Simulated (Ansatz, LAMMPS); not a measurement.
# A frame of liquid 1,3,5-triphenylbenzene from 473 K (126 atoms): geometry optimisation, part 2 of 3

Aim: bring a frame of liquid 1,3,5-triphenylbenzene from 473 K (126 atoms) to a nearby minimum of the energy and see what moves.

Ansatz 0.2.0; Kohn-Sham DFT, r2SCAN+D4, PAW (set soft_2), plane waves.

The cell: 72 C and 54 H. The network of contacts between molecules at the start is that of the classical potential that made the cell. The density was typed from a rule of thumb and may lie off the real one at this temperature. The Brillouin zone is sampled at Γ only, in a cell whose shortest periodic width is 11 Å.

So far. Step 3 (Single point at the start): The r.m.s. force component of 1.3 eV/Å and the pressure of 1.7 GPa set the starting point.

## 4. Relaxation

The atoms are relaxed in the fixed cell, aiming at the force tolerance of the input.

input.yaml reads:

```yaml
crystal:
  lattice:
    - [11.40104, 0.0, 0.0]
    - [0.0, 11.40104, 0.0]
    - [0.0, 0.0, 11.40104]
  atoms:
    [... the 126 atom lines of step 3 ...]
kpoints:
  mp_grid: { grid: [1, 1, 1] }
hamiltonian:
  xc: r2scan
  dispersion: d4
scf:
  occupations: { method: fixed }
output:
  forces: true
relax:
  f_tol: 0.05
  max_steps: 200
```

On the command line:

```bash
> ansatz run input.yaml --threads 4 --pin off --max-ram 8192MiB --backend cpu --events-out ev --progress --plain --runs-dir out
```

Numbers of over 12 decimals in the logs are rounded to 6 here.

The log of the run:

```text
[...]
Crystal: 126 atoms, lattice volume = 1481.950 Å³
Basis set: ecut = 500 eV, 37561 PW (Γ), exchange–correlation on 360×360×360 points (64 copies of the dense FFT grid, shifted against one another)
Bands: 297, of which v1, the nominal top of the filled ones, is band 171 counted from 1 (170 counted from 0)
Symmetry: 1 space group operations
[...]
k-points: 1
[...]
SCF iter   1: F=—  HF=-18977.029300 eV  |F-HF|=—  |Δ(HF+E_count)|=         —  Δρ=5.91e-3  dr2=2.75e-1  dr2_τ=1.55e1  ethr=1.77e-3  ⟨swp⟩=5.0  Hψ=1023  notcnv=0  defer=120
[...]
SCF iter   3: F=—  HF=-18976.521309 eV  |F-HF|=—  |Δ(HF+E_count)|=   1.16e-2  Δρ=1.05e-3  dr2=1.99e-2  dr2_τ=3.57e-3  ethr=2.65e-5  ⟨swp⟩=3.0  Hψ=322  notcnv=0  defer=47
automatic band count: iteration 3 solves 220 bands in place of 297: the levels show a gap, and the empty bands left out lie too high to hold charge; the band table lists the bands solved (type scf.n_extra_bands for more)
SCF iter   4: F=—  HF=-18976.521390 eV  |F-HF|=—  |Δ(HF+E_count)|=   8.07e-5  Δρ=3.05e-4  dr2=1.21e-3  dr2_τ=1.06e-4  ethr=5.83e-6  ⟨swp⟩=2.0  Hψ=393  notcnv=0  defer=47
[...]
SCF iter   7: F=-18976.522506 eV  HF=-18976.522501 eV  |F-HF|=5.27e-6  |Δ(HF+E_count)|=   2.74e-5  Δρ=1.53e-5  dr2=6.23e-6  dr2_τ=5.01e-7  ethr=1.24e-8  ⟨swp⟩=4.0  Hψ=707  notcnv=0
SCF 1 converged in 7 iterations: F = -18976.522506 eV  dr2 = 6.23e-6
[...]
relax step   1: F+E_penalty+E_count = -18976.52250641 eV  Δ(F+E_penalty+E_count) = +0.000e0 eV  max|allowed force component| = 5.044e0 eV/Å  Δτ_max = 0.0000 Å  (7 SCF iters, dr2 threshold 6.25e-5 eV, accepted)
[... from here on, the SCF cycles and remarks between the steps are left out ...]
relax step   2: F+E_penalty+E_count = -18982.02659744 eV  Δ(F+E_penalty+E_count) = -5.504e0 eV  max|allowed force component| = 1.907e0 eV/Å  Δτ_max = 0.1945 Å  (7 SCF iters, dr2 threshold 1.00e-4 eV, accepted)
relax step   3: F+E_penalty+E_count = -18983.33822246 eV  Δ(F+E_penalty+E_count) = -1.312e0 eV  max|allowed force component| = 8.173e-1 eV/Å  Δτ_max = 0.1939 Å  (7 SCF iters, dr2 threshold 1.00e-4 eV, accepted)
relax step   4: F+E_penalty+E_count = -18983.66948287 eV  Δ(F+E_penalty+E_count) = -3.313e-1 eV  max|allowed force component| = 3.621e-1 eV/Å  Δτ_max = 0.2000 Å  (7 SCF iters, dr2 threshold 9.54e-5 eV, accepted)
relax step   5: F+E_penalty+E_count = -18983.82340564 eV  Δ(F+E_penalty+E_count) = -1.539e-1 eV  max|allowed force component| = 1.375e-1 eV/Å  Δτ_max = 0.2000 Å  (7 SCF iters, dr2 threshold 2.41e-5 eV, accepted)
relax step   6: F+E_penalty+E_count = -18983.89808309 eV  Δ(F+E_penalty+E_count) = -7.468e-2 eV  max|allowed force component| = 1.001e-1 eV/Å  Δτ_max = 0.1953 Å  (8 SCF iters, dr2 threshold 2.72e-6 eV, accepted)
relax step   7: F+E_penalty+E_count = -18983.93312132 eV  Δ(F+E_penalty+E_count) = -3.504e-2 eV  max|allowed force component| = 9.776e-2 eV/Å  Δτ_max = 0.1951 Å  (9 SCF iters, accepted)
relax step   8: F+E_penalty+E_count = -18983.95525471 eV  Δ(F+E_penalty+E_count) = -2.213e-2 eV  max|allowed force component| = 9.610e-2 eV/Å  Δτ_max = 0.1660 Å  (7 SCF iters, dr2 threshold 5.07e-6 eV, accepted)
relax step   9: F+E_penalty+E_count = -18983.97223186 eV  Δ(F+E_penalty+E_count) = -1.698e-2 eV  max|allowed force component| = 5.284e-2 eV/Å  Δτ_max = 0.1659 Å  (7 SCF iters, dr2 threshold 8.81e-6 eV, accepted)
relax step  10: F+E_penalty+E_count = -18983.98180657 eV  Δ(F+E_penalty+E_count) = -9.575e-3 eV  max|allowed force component| = 4.605e-2 eV/Å  Δτ_max = 0.1223 Å  (9 SCF iters, accepted)
relax step  11: F+E_penalty+E_count = -18983.98862941 eV  Δ(F+E_penalty+E_count) = -6.823e-3 eV  max|allowed force component| = 4.082e-2 eV/Å  Δτ_max = 0.1153 Å  (9 SCF iters, accepted)
relax step  12: F+E_penalty+E_count = -18983.99394883 eV  Δ(F+E_penalty+E_count) = -5.319e-3 eV  max|allowed force component| = 2.308e-2 eV/Å  Δτ_max = 0.0857 Å  (9 SCF iters, accepted)
relax step  13: F+E_penalty+E_count = -18983.99733342 eV  Δ(F+E_penalty+E_count) = -3.385e-3 eV  max|allowed force component| = 1.950e-2 eV/Å  Δτ_max = 0.0715 Å  (9 SCF iters, accepted)
[...]
SCF iter   2: F=-18983.997333 eV  HF=-18983.997333 eV  |F-HF|=7.72e-9  |Δ(HF+E_count)|=   7.50e-9  Δρ=2.81e-7  dr2=2.42e-9  dr2_τ=1.79e-10  ethr=3.10e-12  ⟨swp⟩=3.0  Hψ=611  notcnv=0
SCF 14 converged in 2 iterations: F = -18983.997333 eV  dr2 = 2.42e-9
SCF converged after 2 iterations
Free energy (F): -18983.997333 eV
[...]
Internal energy: -18983.997333 eV  (E = F + TS)
E sigma→0 (E₀):  -18983.997333 eV
Fermi energy:    -0.475254 eV
[...]
--- Forces (eV/Å), atoms counted from 1 ---
  atom   1  C      0.00303201    -0.00502208    -0.00609166
  atom   2  C      0.00298618     0.00654444     0.00093655
  atom   3  C     -0.00433982    -0.00142993     0.00018448
  atom   4  C      0.00084520    -0.00316864    -0.00301133
  atom   5  C     -0.00246178    -0.01465614     0.00343320
  atom   6  C      0.00408802     0.01642008     0.00631063
  atom   7  C      0.00467424    -0.00560918    -0.00312527
  atom   8  C     -0.00021541    -0.00471798     0.00160487
  atom   9  C      0.00839059     0.00904645    -0.01061518
  atom  10  C      0.00037167    -0.00933184     0.00791581
  atom  11  C     -0.00963386     0.00504193    -0.00233591
  atom  12  C      0.00624830    -0.01137026     0.00206703
  atom  13  C     -0.00182138     0.00627453     0.00143663
  atom  14  C     -0.00281058    -0.00256596    -0.00320913
[...]
atom 125  H      0.01222160     0.00414851     0.00213311
  atom 126  H      0.00161182    -0.00085507    -0.00060927
  max |Σ_I F_I| component: 1.31e-4 eV/Å
--- Relaxed structure (13 steps of the walk, 13 accepted, 0 SCFs on fresh bases) ---
  F+E_penalty+E_count = -18983.99733342 eV   max|allowed force component| = 1.950e-2 eV/Å
  atoms:
    - { symbol: C, position: [0.756904, 0.889924, 0.931619] }
    - { symbol: C, position: [0.661785, 0.889309, 0.00753655] }
    - { symbol: C, position: [0.598193, 0.786722, 0.024968] }
    - { symbol: C, position: [0.630312, 0.684968, 0.966029] }
[...]
- { symbol: H, position: [0.691936, 0.605780, 0.570175] }
```

Wall time 2.7 min (4 threads of AMD EPYC 9R45, shared host); peak memory 4 GiB; 10 min of CPU time.

Step by step:

```tsv
step	energy less that of the first step (eV)	largest force component (eV/Å)
1	0.0000	5.0440
2	-5.5041	1.9066
3	-6.8157	0.8173
4	-7.1470	0.3621
5	-7.3009	0.1375
6	-7.3756	0.1001
7	-7.4106	0.0978
8	-7.4327	0.0961
9	-7.4497	0.0528
10	-7.4593	0.0461
11	-7.4661	0.0408
12	-7.4714	0.0231
13	-7.4748	0.0195
```

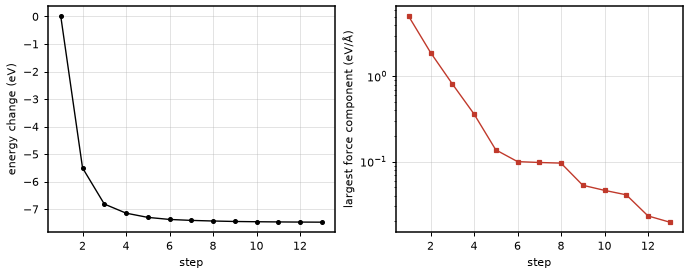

Energy and largest force along the relaxation.

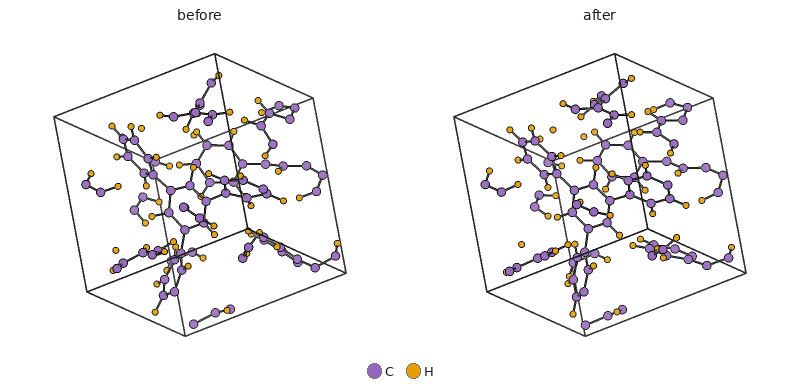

The structure before and after the relaxation, drawn at the same scale. Bonds to atoms that aren't drawn are left out.

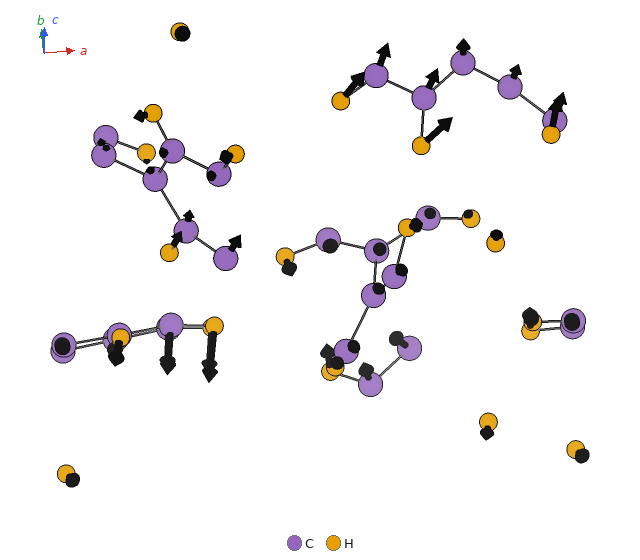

Displacements in the relaxation, scaled; the longest in the cell stands for 1.39 Å. Drawn is a slice 4 Å thick, seen at a slant to the ac plane. Bonds to atoms that aren't drawn are left out.

The atoms that moved most (Å):

```tsv
atom	dx	dy	dz	length
H76	-0.211	-1.309	-0.422	1.391
C56	-0.155	-1.161	-0.269	1.201
H77	-0.143	-1.121	-0.280	1.165
H26	-0.342	0.896	-0.561	1.111
C57	-0.103	-1.070	-0.137	1.084
H117	-0.634	0.823	-0.263	1.072
H79	-0.159	-0.893	-0.351	0.973
H75	-0.178	-0.874	0.037	0.893
```

The relaxation changed the energy by -59.3 meV/atom, and atoms moved by 0.55 Å r.m.s., 1.4 Å at most.

## 5. Distances and neighbours after relaxation

Bonds before and after, by the cutoffs listed below:

```tsv
pair	bonds before	bonds after	mean before (Å)	mean after (Å)	spread before (Å)	spread after (Å)
C-C	81	81	1.398	1.403	0.040	0.027
C-H	54	54	1.082	1.083	0.029	0.001
```

Density 1.03 g/cm³, 11.76 Å³ an atom.

Pair distribution functions g(r), in bins of 0.2 Å:

```tsv
r (Å)	total	C-C	C-H	H-H
1.00	3.47	0.00	7.10	0.00
1.20	0.00	0.00	0.00	0.00
1.40	3.10	9.49	0.00	0.00
1.60	0.00	0.00	0.00	0.00
1.80	0.00	0.00	0.00	0.00
2.00	0.02	0.00	0.00	0.09
2.20	1.91	0.00	3.57	0.92
2.40	1.63	3.27	0.00	3.07
2.60	0.58	0.82	0.45	0.53
2.80	1.06	1.06	1.23	0.61
3.00	0.43	0.46	0.40	0.49
3.20	0.38	0.00	0.54	0.64
3.40	1.28	0.04	2.27	0.84
3.60	0.59	0.33	0.59	1.09
3.80	1.23	1.30	1.29	0.92
4.00	1.04	0.61	1.38	0.88
4.20	1.00	0.98	0.77	1.66
4.40	1.09	1.19	0.97	1.27
4.60	1.01	0.84	1.08	1.13
4.80	0.99	1.09	0.95	0.93
5.00	1.22	1.10	1.34	1.11
5.20	1.01	1.30	0.90	0.76
5.40	1.02	1.27	0.93	0.84
5.60	0.91	0.88	0.98	0.73
```

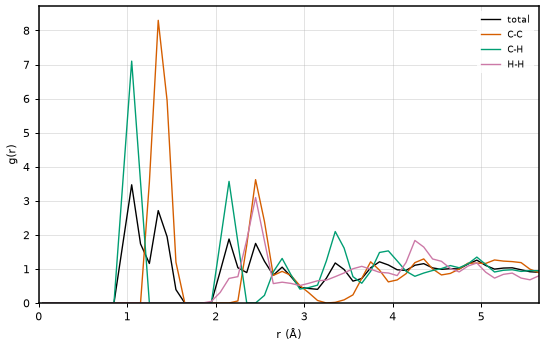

Pair distribution functions, lightly smoothed.

Bonds by pair of elements; cutoffs follow the first minimum of g(r), held within bounds set by covalent radii, and pairs that aren't listed don't count as bonded:

```tsv
pair A-B	cutoff (Å)	bonds	mean length (Å)	spread (Å)	shortest (Å)	B about A	A about B
C-C	1.85	81	1.40	0.027	1.39	2.25	2.25
C-H	1.34	54	1.08	0.001	1.08	0.75	1
```

How many atoms have how many bonded neighbours:

```tsv
element	mean	1	3
C	3	0	72
H	1	54	0
```

Bond angles, per cent of each kind in bins of 5°:

```tsv
angle (°)	C-C-C	C-C-H
115–120	27.8	72.2
120–125	72.2	27.8
```

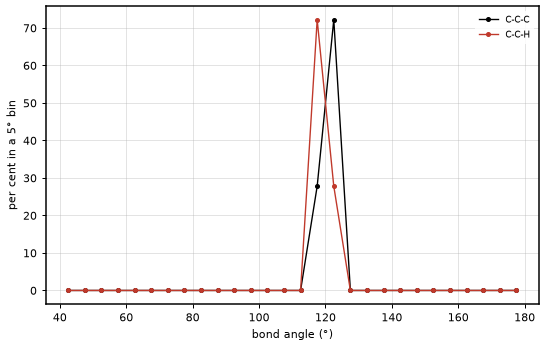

Distributions of the most common bond angles.

Bond angles (no mean is given where the spread exceeds 20°):

```tsv
angle	count	mean (°)	spread (°)
C-C-C	108	120	1
C-C-H	108	120	0.4
```

Rings of the network by King's shortest-path rule, up to 12 atoms, one path for each pair of neighbours; H, halogens, alkali and alkaline-earth atoms are left out, and the last column divides by all other atoms, bonded or not:

```tsv
ring size (atoms)	rings	per network atom
6	12	0.167
```

Counting bonds as in the table, all C atoms have 3 and all H atoms have 1 bonded neighbour. The C-C-C angle averages 120° with a spread of 1.0°. All rings counted have 6 atoms.

(Part 2 of 3 ends here.)

[Logs are printed without paths, hosts, clocks, repeated set-up lines and the standing remarks that a program may print on its own settings, such as how far it seeks lower states.]

[Hosts, paths, dates, database ids (printed as entryN), source tags and the programs' standing remarks are cut or masked in the printed files.]
